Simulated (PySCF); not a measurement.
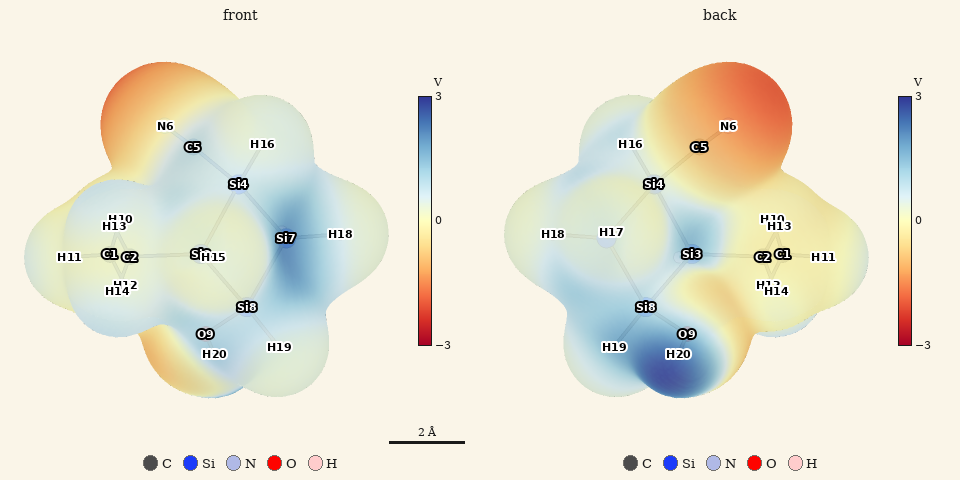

C₃H₁₁NOSi₄. The electrostatic potential painted on the density surface at 0.002 e/bohr³, seen from the front and from behind; red is negative and blue positive.

Geometry: GFN2-xTB.

Level of theory: PBE0/pcSseg-1, SCF density, gas phase, non-relativistic in PySCF 2.14.0.

```yaml
atoms:
  - { symbol: C, position_ang: [-1.9080, 1.0514, -0.7629] }
  - { symbol: C, position_ang: [-2.0320, 0.5496, 0.6702] }
  - { symbol: Si, position_ang: [-0.4724, -0.3905, 1.2486] }
  - { symbol: Si, position_ang: [1.5872, 0.7957, 1.0628] }
  - { symbol: C, position_ang: [1.4149, 2.3979, 0.1243] }
  - { symbol: N, position_ang: [1.2742, 3.3575, -0.4911] }
  - { symbol: Si, position_ang: [2.4876, -0.9228, -0.2962] }
  - { symbol: Si, position_ang: [0.4234, -2.0591, -0.1663] }
  - { symbol: O, position_ang: [-0.4378, -1.9746, -1.5589] }
  - { symbol: H, position_ang: [-1.0851, 1.7576, -0.8583] }
  - { symbol: H, position_ang: [-2.8209, 1.5557, -1.0765] }
  - { symbol: H, position_ang: [-1.7279, 0.2226, -1.4439] }
  - { symbol: H, position_ang: [-2.2264, 1.3971, 1.3318] }
  - { symbol: H, position_ang: [-2.9029, -0.1065, 0.7441] }
  - { symbol: H, position_ang: [-0.7720, -0.8163, 2.6347] }
  - { symbol: H, position_ang: [2.3101, 1.2946, 2.2463] }
  - { symbol: H, position_ang: [3.0130, -0.5317, -1.6129] }
  - { symbol: H, position_ang: [3.6286, -1.6125, 0.3248] }
  - { symbol: H, position_ang: [0.4575, -3.4824, 0.2168] }
  - { symbol: H, position_ang: [-0.2162, -2.4725, -2.3403] }
```

Describe the electrostatic potential map.

The most negative region (about −1.9 V) lies over N6, the most positive (about +2.7 V) over H20. N6 is the likeliest acceptor of a hydrogen bond.
